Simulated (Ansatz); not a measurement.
Level of theory: PBE (plane waves to 420 eV, PAW; Ansatz, a first-principles code).

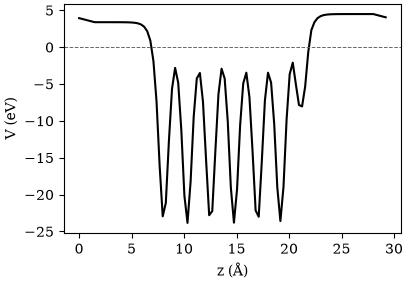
Electrostatic potential energy of an electron, averaged over planes parallel to the surface, in eV from the Fermi level, for a constructed model of the (100) surface of rock-salt TaC, a layer of Cu, one atom over each C (bottom of the slab: a bare face, its two planes held)

Set-up: 13 atoms, 13.4 Å thick at the start; mesh 12x12x1; 0.1 eV smearing; dipole correction on; 4 atoms held, the rest relaxed; symmetry of the start imposed; no spin, no spin-orbit, no U. In PBE it is, or lies within 0.01 eV a 1x1 cell of, the lowest of the 2 structures of its composition computed so far; larger cells were not tried.

Problem. The surface cell has an area of 10.02 Å². What dipole along the normal does the step between the two vacuum levels imply?

Solution. the top vacuum level lies 1.10 eV above the bottom one; p = −ε₀ A ΔV (ε₀ = 0.005526 e/(V·Å)) gives -0.06 e·Å a cell.
